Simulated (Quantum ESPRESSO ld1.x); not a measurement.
Ti⁺: atomic calculation

System: Ti⁺ (Z = 22, 21 electrons) in the configuration [Ar] 3d2 4s1.
Method: scalar-relativistic Kohn-Sham, PBE, spin-unpolarised, spherical densities, point nucleus (Quantum ESPRESSO ld1.x 7.5).

Input file:
```
 &input
    atom='Ti',
    iswitch=1,
    rel=1,
    dft='PBE',
    config='[Ar] 3d2 4s1',
    beta=0.5,
    verbosity='high',
    prefix='ld1',
    max_out_wfc=37,
    file_charge='ld1.rho',
 /
```

The program's output:
```
     Program LD1 v.7.5 starts

     --------------------------- All-electron run ----------------------------

     scalar relativistic calculation

     atomic number is 22.00
     dft =PBE   lsd =0 sic =0 latt =0  beta=0.50 tr2=1.0E-14
     Exchange-correlation= PBE
                           (   1   4   3   4   0   0   0)
     mesh =1963 r(mesh) =  99.97874 a.u. xmin = -8.00 dx = 0.00800
     1 Ry =  13.60569312 eV, c = 137.03599908

     n l     nl                  e(Ry)          e(Ha)          e(eV)
     1 0     1S 1( 2.00)    -358.399622322    -179.199811161  -4876.2752767
     2 0     2S 1( 2.00)     -39.996466006     -19.998233003   -544.1796425
     2 1     2P 1( 6.00)     -33.185731893     -16.592865947   -451.5148842
     3 0     3S 1( 2.00)      -5.138897919      -2.569448959    -69.9182681
     3 1     3P 1( 6.00)      -3.392100672      -1.696050336    -46.1518808
     3 2     3D 1( 2.00)      -0.835513798      -0.417756899    -11.3677443
     4 0     4S 1( 1.00)      -0.760768177      -0.380384089    -10.3507784

     final scf error:  3.9E-15 reached in  15 iterations

     Etot =   -1706.589955 Ry,    -853.294977 Ha,  -23219.339211 eV

     Ekin =    1720.989206 Ry,     860.494603 Ha,   23415.251001 eV
     Encl =   -4046.330012 Ry,   -2023.165006 Ha,  -55053.124422 eV
     Eh   =     702.272008 Ry,     351.136004 Ha,    9554.897434 eV
     Exc  =     -83.521157 Ry,     -41.760578 Ha,   -1136.363225 eV

     normalization and overlap integrals

     s(1S/1S) =  1.000000  <r> =   0.0696  <r2> =    0.0065  r(max) =   0.0455
     s(1S/2S) = -0.002190
     s(1S/3S) = -0.000785
     s(1S/4S) = -0.000240
     s(2S/2S) =  1.000000  <r> =   0.3249  <r2> =    0.1248  r(max) =   0.2685
     s(2S/3S) = -0.000435
     s(2S/4S) = -0.000130
     s(2P/2P) =  1.000000  <r> =   0.2899  <r2> =    0.1037  r(max) =   0.2198
     s(2P/3P) = -0.000339
     s(3S/3S) =  1.000000  <r> =   1.0073  <r2> =    1.1705  r(max) =   0.8702
     s(3S/4S) = -0.000072
     s(3P/3P) =  1.000000  <r> =   1.0858  <r2> =    1.3890  r(max) =   0.9057
     s(3D/3D) =  1.000000  <r> =   1.5190  <r2> =    3.0301  r(max) =   0.9811
     s(4S/4S) =  1.000000  <r> =   3.1898  <r2> =   11.5788  r(max) =   2.7537

     ------------------------ End of All-electron run ------------------------
```

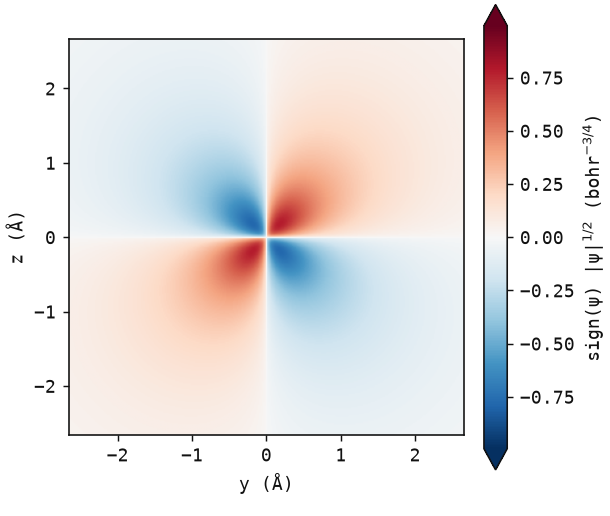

**Figure 1.** The 3d(yz) orbital. In the yz plane through the nucleus, the colour gives the signed square root of ψ. (1 bohr = 0.529 Å.) The radial function comes from the spherical calculation and is multiplied by a real spherical harmonic; the overall sign is chosen so that the largest lobe of P(r) is positive; at the scalar-relativistic level it is the large component. It has the nodal planes xy and xz and no radial node. The maximum of P² lies at 0.981 bohr, ⟨r⟩ = 1.52 bohr, 90 % of the charge lies within 2.65 bohr, and the eigenvalue is −11.4 eV, with 2 electrons in the shell.

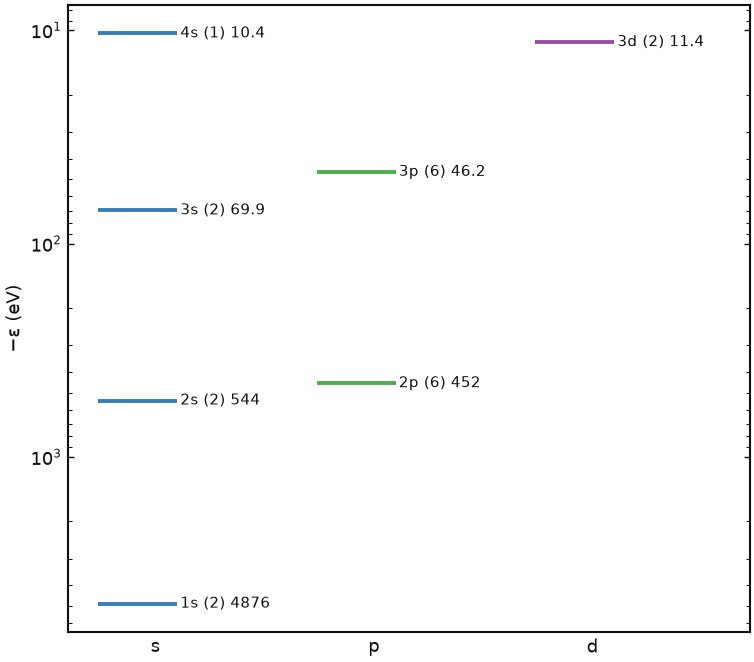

**Figure 2.** All occupied levels, on a logarithmic scale of binding energy, are drawn (occupations in brackets). The highest occupied level is 4s at −10.4 eV. The highest 3 occupied levels, from the top down, are 4s (−10.4 eV), 3d (−11.4 eV), 3p (−46.2 eV).

Results in brief:

| quantity | value |
| --- | --- |
| outcome | converged |
| total energy | −853.294977 hartree |
| kinetic energy | 860.494603 hartree |
| electron–nucleus energy | −2023.1650 hartree |
| Hartree energy | 351.136004 hartree |
| exchange–correlation energy | −41.760579 hartree |
| radius at density 0.001 e/bohr³ | 4.19 bohr |
| SCF iterations | 15 |
| hardware | 1 CPU thread, shared host |
| wall time | 1.3 s |
